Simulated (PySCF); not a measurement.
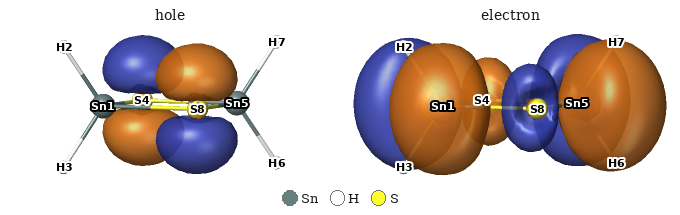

Cyclo-(H2SnS)2 (H$_{4}$S$_{2}$Sn$_{2}$). Leading natural transition orbital pair of S₃ (TDA singlet states); the surfaces enclose about 70 % of each orbital's density.

Level of theory: PBE0/def2-SVPD (PySCF), at a geometry from GFN2-xTB. Core potentials replace the inner electrons of Sn; spin–orbit coupling isn't included. No frequency check shows the geometry to be a minimum. GFN2-xTB bond lengths at metals and heavier atoms can be off by up to 0.1 Å and shapes distorted, which carries into these values.

Input

```python
import numpy as np
from pyscf import gto, scf, dft, tdscf
from pyscf.scf import atom_ks, atom_hf
from scipy.linalg import block_diag

def solve(mol, dm0=None, hcore=None):
    mf = (dft.UKS if mol.spin else dft.RKS)(mol, xc='pbe0')
    mf.grids.level = 3
    mf = mf.density_fit(auxbasis='def2-universal-jkfit')
    mf.conv_tol, mf.max_cycle = 1e-8, 80
    if hcore is not None:
        mf.get_hcore = lambda *args: hcore
    mf.kernel(dm0)
    if not mf.converged:
        mf = mf.newton().run(mf.mo_coeff, mf.mo_occ, max_cycle=30)
    assert mf.converged, 'SCF not converged'
    return mf

mol = gto.M(atom='''
Sn     1.66203     0.00000     0.00000
H      2.64514    -0.00001     1.40425
H      2.64513    -0.00001    -1.40425
S      0.00001    -1.77789     0.00000
Sn    -1.66203     0.00000     0.00000
H     -2.64514     0.00000    -1.40425
H     -2.64514    -0.00001     1.40425
S      0.00001     1.77788     0.00000
''', basis='def2-svpd', ecp={'Sn': 'def2-svpd'}, charge=0, spin=0, verbose=4)
mf = solve(mol)
td = mf.TDA()
td.nstates, td.singlet, td.conv_tol = 6, True, 1e-5
td.kernel()
td.analyze()
x, y = np.array([p[0] for p in td.xy]), np.array([p[1] + 0 * p[0] for p in td.xy])
f, mu = td.oscillator_strength(), td.transition_dipole()
nto = [td.get_nto(state=i + 1, verbose=4) for i in range(len(td.e))]
# spherically averaged free atoms, for the promolecule
atom_ks.AtomSphAverageRKS.init_guess_by_vsap = lambda self, mol=None: self.init_guess_by_minao(mol)  # core potentials
atm = atom_ks.get_atm_nrks(mol, xc='pbe0')
pro = block_diag(*[(atm[a[0]][2] * atm[a[0]][3]) @ atm[a[0]][2].T for a in mol._atom])
np.savez('result.npz', e=td.e, f=f, ok=td.converged, w=[n[0] for n in nto], nto=[n[1] for n in nto], x=x, y=y, c=mf.mo_coeff, occ=mf.mo_occ, eps=mf.mo_energy, pro=pro, mu=mu)
```

Run with:

```sh
OMP_NUM_THREADS=1 python input.py
```

The run took 5.8 min on 1 thread of Arm Neoverse V1 (shared host), peak memory 0.77 GiB.

**Give its energy and the atoms that hole and electron lie on.**

4.52 eV (274 nm), f = 0.016, partly diffuse acceptor orbital; the leading pair carries 98 %; hole on S4 and S8 (44 % each) and Sn1 and Sn5 (6 % each), electron on Sn1 and Sn5 (32 % each) and S4 and S8 (12 % each) (atom shares of so diffuse an orbital are rough); their centroids lie 0.0 Å apart; S₁, S₂ and S₄ lie within 0.1 eV of it. In canonical orbitals it is mainly HOMO−1 → LUMO (98 %). The HOMO–LUMO gap is 5.68 eV.
